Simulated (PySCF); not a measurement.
Aniline, SMILES c1ccc(cc1)N at its B3LYP/def2-SVP optimised geometry (Å):

```
14

N     -1.4400     1.8797     0.0000
C     -0.7270     0.6876     0.0000
C     -1.3935    -0.5539     0.0512
C     -0.6719    -1.7467     0.1023
C      0.7269    -1.7397     0.1032
C      1.3941    -0.5114     0.0513
C      0.6829     0.6876     0.0000
H     -0.9525     2.6959    -0.3510
H     -2.4018     1.8290    -0.3150
H     -2.4874    -0.5758     0.0544
H     -1.2138    -2.6959     0.1404
H      1.2877    -2.6761     0.1422
H      2.4874    -0.4829     0.0491
H      1.2194     1.6405    -0.0370
```

Calculation: B3LYP/def2-TZVP (PySCF).

Map of the electron localisation function on the plane z = 0.6 Å:

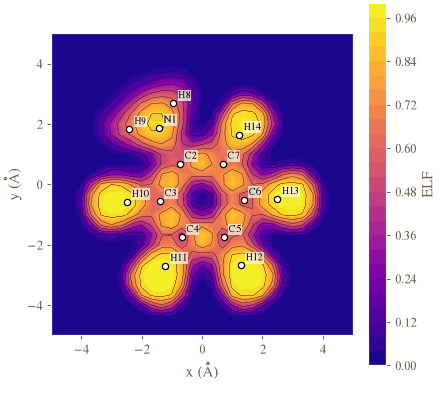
Fig. 1. Electron localisation function on the plane z = 0.6 Å.
